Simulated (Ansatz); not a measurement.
**SiF4 (silicon tetrafluoride): methods side by side**

The species is SiF4 (5 atoms), meant as a singlet with charge 0. SMILES: `F[Si](F)(F)F`. Geometry: relaxed at PBE0-D4/def2-TZVP. The run starts from this shape.

```xyz
5

F     0.1432   -0.7919    1.3385
Si    0.0000    0.0000    0.0000
F    -1.0471    1.1444    0.1817
F    -0.4772   -0.9678   -1.1290
F     1.3811    0.6153   -0.3912
```

Each level gives the adiabatic ionisation energy (to the doublet cation, no zero-point term) (eV). The values are calculated.

```tsv
level	kind	program	value (eV)	CPU time (all runs)
HF/STO-3G	Hartree–Fock	Ansatz	8.06	11 s
HF/3-21G	Hartree–Fock	Ansatz	13.57	18 s
HF/6-31G* (Cartesian functions)	Hartree–Fock	Ansatz	13.69	42 s
PBE/def2-SVP	GGA	Ansatz	14.08	66 s
B3LYP/6-31G* (Cartesian functions)	global hybrid	Ansatz	14.91	59 s
```

The values span 8.06 to 14.91 eV. The second state's dipole differs much between rows, so they may not all be the same state. Without the sets that lack polarisation functions the rows with a basis span only 13.69 to 14.91 eV. CPU times are rough (shared hosts, several kinds of processor and program).

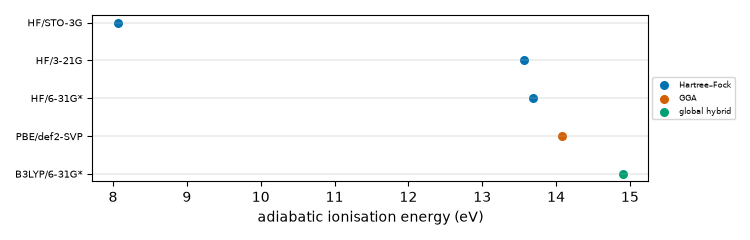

The values of the table, level by level.
